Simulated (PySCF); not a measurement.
# CH3Cl3OSi: what the fields show

```xyz
9

Si   -0.3298    0.6593   -1.0337
O    -0.2834    0.4372    0.5782
C     0.3290   -0.6418    1.2456
H    -0.1438   -1.5992    0.9698
H     0.2085   -0.4860    2.3261
H     1.4053   -0.6960    1.0119
Cl    1.5642    0.7900   -1.7938
Cl   -1.3501    2.3765   -1.3813
Cl   -1.2673   -0.9095   -1.9486
```

Geometry: PBE0-D3(BJ)/def2-SVP.

Method: PBE0/pcSseg-1, SCF density, gas phase, non-relativistic in PySCF 2.14.0.

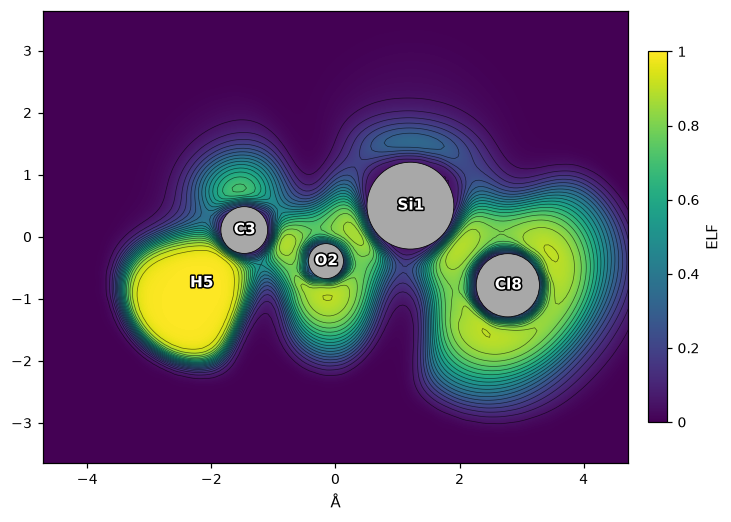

Figure 1. Electron localisation function on the plane of atoms Si1, O2 and C3. Grey discs cover the atomic cores.

Interpret the plot.

- The section cuts through Si, O, C, H and Cl sites.
- C–O (1.41 Å): the ELF peaks at about 0.90 between the atoms; a polar covalent bond.
- Si–O (1.63 Å): the ELF peaks at about 0.85 between the atoms (a short, strongly polar bond).
- Si–Cl (2.03 Å): the ELF peaks at about 0.90 between the atoms: a shared but strongly polarised pair.
- C–H (1.10 Å): the ELF climbs to about 1 towards the hydrogen, as it does in any bond to H (a covalent bond by its length).
- The ELF also peaks beside Cl8 and O2, away from the bonds: lone-pair regions.

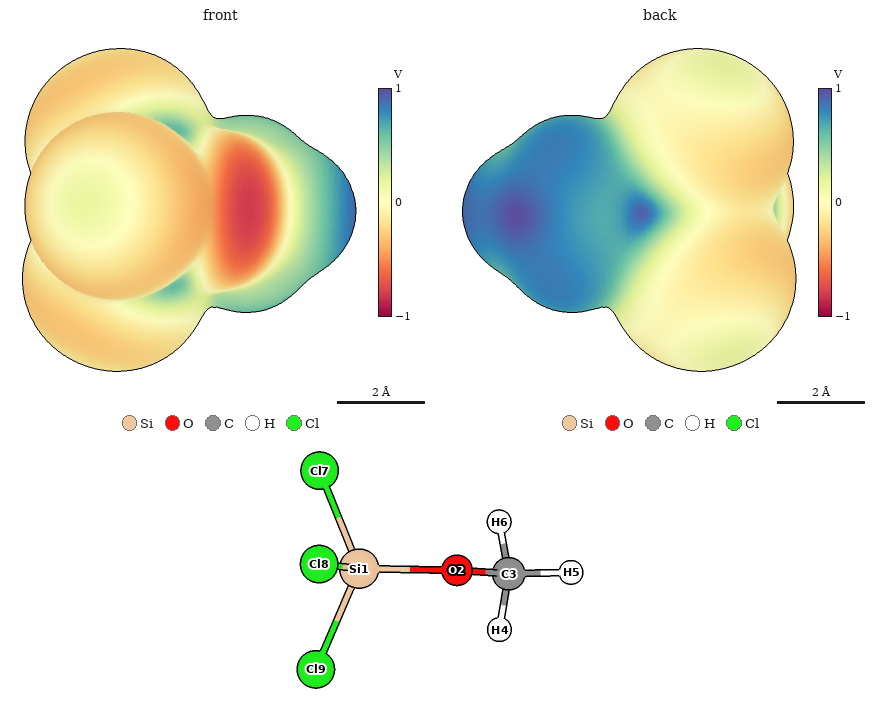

Figure 2. The electrostatic potential painted on the density surface at 0.001 e/bohr³, seen from the front and from behind; the colour scale runs from red (negative) to blue (positive). The bare structure is drawn below in the same view.

Which sites attract a positive test charge, and which a negative one?

A positive charge is drawn to the negative regions and a negative charge to the positive ones. The most negative region (about −0.8 V) lies over O2, the most positive (about +0.9 V) over Si1 and C3. Cl8 shows a σ-hole: about +0.2 V at the tip opposite its bond, against about −0.3 V on its flanks.
